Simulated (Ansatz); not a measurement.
**O2F (SMILES [O]OF): USVWN5/STO-3G**

What is the vertical ionisation energy of O2F at USVWN5/STO-3G? 

The results are computed with Ansatz 0.2.0.

## 1. The system as given

The species is O2F (3 atoms), meant as a doublet with charge 0. SMILES: `[O]OF`. Geometry: relaxed at GFN2-xTB.

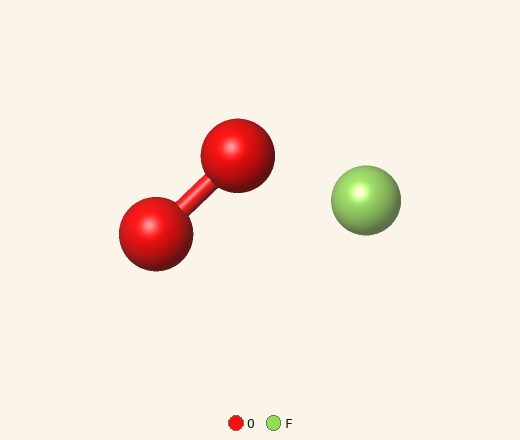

The structure, seen from a chosen angle (oxygen red, fluorine green).

## 2. The energy at USVWN5/STO-3G

job.yaml reads:

```yaml
basis:
  gaussian:
    orbitals: STO-3G
crystal:
  periodic: [false, false, false]
  atoms:
    - symbol: O
      position_ang: [0.949760, -0.292600, 0.491570]
    - symbol: O
      position_ang: [0.124690, 0.486900, 0.122000]
    - symbol: F
      position_ang: [-1.074440, -0.194290, -0.613560]
magnetization:
  spin_polarized: true
  initial_magnetization: 1
hamiltonian:
  xc: {name: SVWN5}
accuracy: high
```

On the command line:

```console
$ ansatz run job.yaml --threads 1 --pin off --max-ram 2610MiB --events-out events.jsonl --progress --plain --runs-dir runs
```

Output:

```text
Warning: RAYON_NUM_THREADS=1 ignored (pool sized by the plan → 1); use --threads N
Functional definition: SVWN5
  name "SVWN5"
  exchange = slater_x
  correlation = vwn5_c
250 factors; integrals over basis functions are off by at most 3.6e-8 eV
mean field evaluation 1: about -6661.0527 eV, gradient 2.0e1 eV
mean field evaluation 2: about -6631.6581 eV, gradient 5.9e1 eV
mean field evaluation 4: about -6663.2996 eV, gradient 7.0e-1 eV
mean field evaluation 8: about -6663.2633 eV, gradient 7.8e-2 eV
mean field evaluation 16: about -6663.2634 eV, gradient 2.7e-8 eV
mean field -6663.26340868 eV, -244.8704137467 hartree, gradient 3.2e-8 eV, S^2 0.753065; 0 other end points of the search recorded, 0 dependent functions left out
reference -6663.26340927 eV, -244.8704137685 hartree; 13, 12 occupied and 2, 3 virtual orbitals, 250 factors
Total energy: -6663.26340927 eV, -244.8704137685 hartree
```

Run time: 0.54 s. Hardware: 1 thread of Arm Neoverse V2, shared host; peak memory 0.09 GiB.

## 3. The singlet cation at the same level

input.yaml reads:

```yaml
crystal:
  periodic: [false, false, false]
  atoms:
    - symbol: O
      position_ang: [0.949760, -0.292600, 0.491570]
    - symbol: O
      position_ang: [0.124690, 0.486900, 0.122000]
    - symbol: F
      position_ang: [-1.074440, -0.194290, -0.613560]
basis:
  gaussian:
    orbitals: STO-3G
total_charge: 1
hamiltonian:
  xc: {name: SVWN5}
accuracy: high
```

On the command line:

```console
$ ansatz run input.yaml --threads 1 --pin off --max-ram 2610MiB --events-out events.jsonl --progress --plain --runs-dir runs
```

Output:

```text
Warning: RAYON_NUM_THREADS=1 ignored (pool sized by the plan → 1); use --threads N
[... 4 set-up lines as earlier in the session ...]
250 factors; integrals over basis functions are off by at most 3.6e-8 eV
mean field evaluation 1: about -6648.0539 eV, gradient 3.8e1 eV
mean field evaluation 2: about -6349.1234 eV, gradient 1.4e2 eV
mean field evaluation 4: about -6621.2542 eV, gradient 8.8e1 eV
mean field evaluation 8: about -6654.8470 eV, gradient 4.1e-3 eV
mean field evaluation 16: about -6620.2772 eV, gradient 7.5e1 eV
mean field evaluation 32: about -6620.2772 eV, gradient 7.5e1 eV
mean field -6654.79081738 eV, -244.5590517594 hartree, gradient 4.9e-8 eV, S^2 0.000000; 3 other end points of the search recorded, 0 dependent functions left out
reference -6654.79081796 eV, -244.5590517807 hartree; 12, 12 occupied and 3, 3 virtual orbitals, 250 factors
Total energy: -6654.79081796 eV, -244.5590517807 hartree
```

It took 0.6 s on 1 thread of Arm Neoverse V2, shared host.

## 4. Summary of results

At USVWN5/STO-3G:

| quantity | value |
| --- | --- |
| doublet O2F: total energy | -244.87041 Eh |
| doublet O2F: ⟨S²⟩ | 0.753 |
| singlet cation: total energy | -244.55905 Eh |
| vertical ionisation energy (to the singlet cation) | 8.473 eV |

The vertical ionisation energy comes to 8.47 eV (817 kJ/mol). Only the singlet of the ionised species was computed; a triplet could lie lower. In a minimal basis such a difference can be off by several eV, whatever the method.
